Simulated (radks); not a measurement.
# Atomic calculation for Ge

The neutral germanium atom in the configuration [Ar] 3d10 4s2 4p2 (4p: 1.75 up, 0.25 down). Computed at this level: non-relativistic Kohn-Sham, PBE, spin-polarised, spherical densities, point nucleus (the in-house radial solver radks).

The input:
```
Z 32
configuration [Ar] 3d10 4s2 4p1.75 4p0.25
relativity non-relativistic
functional pbe,pbe
spin polarised
nucleus point
```

Energies in input and log are in hartree, lengths in bohr.

The program's output:
```
1s      1   1.0000        -397.00231776
2s      1   1.0000         -49.13171842
2p      1   3.0000         -43.73973598
3s      1   1.0000          -5.98451611
3p      1   3.0000          -4.19948933
3d      1   5.0000          -1.10543961
4s      1   1.0000          -0.43434810
4p      1   1.7500          -0.16027057
1s      2   1.0000        -397.00080467
2s      2   1.0000         -49.13129479
2p      2   3.0000         -43.73854622
3s      2   1.0000          -5.98270221
3p      2   3.0000          -4.19733168
3d      2   5.0000          -1.10136566
4s      2   1.0000          -0.39379415
4p      2   0.2500          -0.11923433
Etot -2076.648169129953
Ekin 2075.3021690351916
Encl -4969.592050429906
Eh 896.2823908459491
Exc -78.64067858118815
err 1.8150572640517744e-09
it 15
```

Orbitals:

```
orbital  occupation  energy (eV)  ⟨r⟩ (bohr)  outer maximum (bohr)
  1s up           1     −10803.0     0.04786                0.0316
1s down           1     −10802.9     0.04786                0.0316
  2s up           1      −1336.9      0.2139                 0.180
2s down           1      −1336.9      0.2139                 0.180
  2p up           3      −1190.2      0.1853                 0.143
2p down           3      −1190.2      0.1853                 0.143
  3s up           1     −162.847      0.6351                 0.552
3s down           1     −162.798      0.6350                 0.552
  3p up           3     −114.274      0.6518                 0.547
3p down           3     −114.215      0.6516                 0.547
  3d up           5      −30.081      0.7343                 0.503
3d down           5      −29.970      0.7310                 0.503
  4s up           1      −11.819       2.157                  1.78
4s down           1      −10.716       2.148                  1.76
  4p up        1.75       −4.361       2.863                  2.23
4p down        0.25       −3.245       2.956                  2.22
```

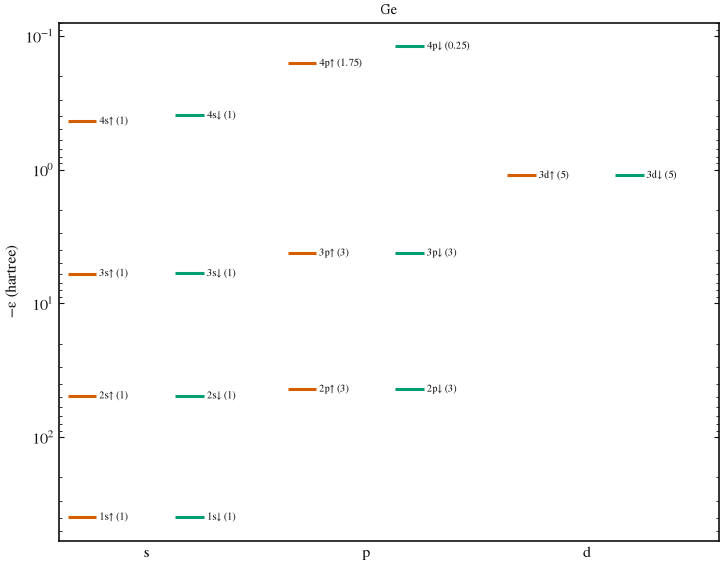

All occupied levels, on a logarithmic scale of binding energy, are drawn by angular momentum (occupations in brackets, up spins at the left of each column and down spins at the right). The highest occupied level is 4p down at −0.119 hartree. The highest 6 occupied levels, from the top down, are 4p down (−0.119 hartree), 4p up (−0.160 hartree), 4s down (−0.394 hartree), 4s up (−0.434 hartree), 3d down (−1.10 hartree), 3d up (−1.11 hartree). The largest exchange splitting (down less up) among the shells drawn in both spins is that of 4p, 0.0410 hartree.

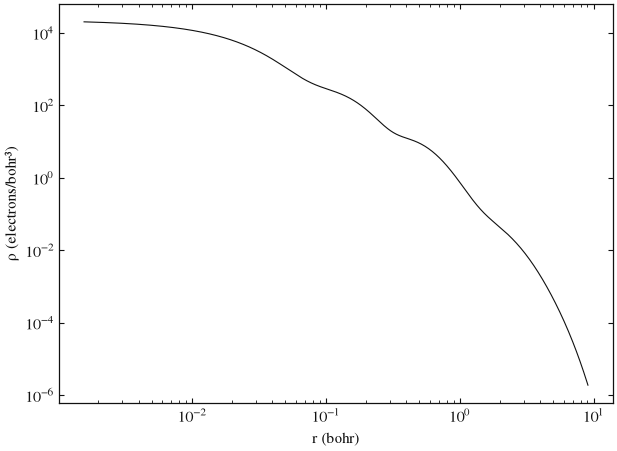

The electron density ρ(r) on a logarithmic scale. The density falls from 20000 electrons/bohr³ at the inner end (r = 0.0016 bohr) to 0.001 at r = 4.46 bohr, a common measure of the size of an atom or ion. The highest occupied orbital, 4p down (⟨r⟩ = 2.96 bohr, −3.24 eV), is also the most diffuse and sets the fall-off far out: over the last part drawn ln ρ falls by 1.3 per bohr, against 2√(−2ε) = 0.98 for the pure exponential. At the nucleus d ln ρ/dr is −64 per bohr, near the cusp value −2Z = −64. The steps in the slope mark the shells; the radial density has its minima at 0.071 and 0.33 bohr.

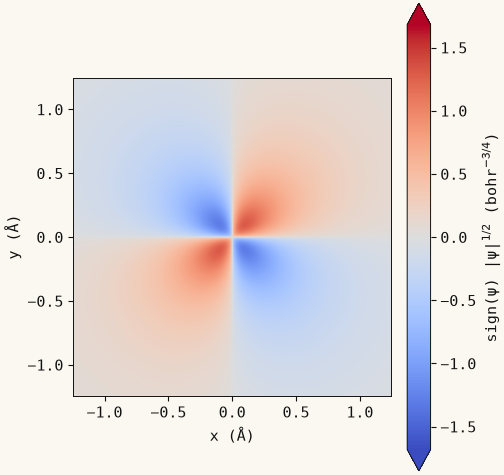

The 3d(xy) orbital of down spin. The radial function comes from the spherical calculation and is multiplied by a real spherical harmonic; the overall sign is chosen so that the largest lobe of P(r) is positive. In the xy plane through the nucleus, the colour gives the signed square root of ψ. (1 bohr = 0.529 Å.) It has the nodal planes xz and yz and no radial node. The maximum of P² lies at 0.503 bohr, ⟨r⟩ = 0.731 bohr, 90 % of the charge lies within 1.24 bohr, and the eigenvalue is −30.0 eV, with 5 electrons in the shell for this spin.

Summary:

- outcome: converged
- total energy: −2076.6482 hartree
- kinetic energy: 2075.3022 hartree
- electron–nucleus energy: −4969.5921 hartree
- Hartree energy: 896.282391 hartree
- exchange–correlation energy: −78.640679 hartree
- radius at density 0.001 e/bohr³: 4.46 bohr
- SCF iterations: 15
- hardware: 1 CPU thread, shared host
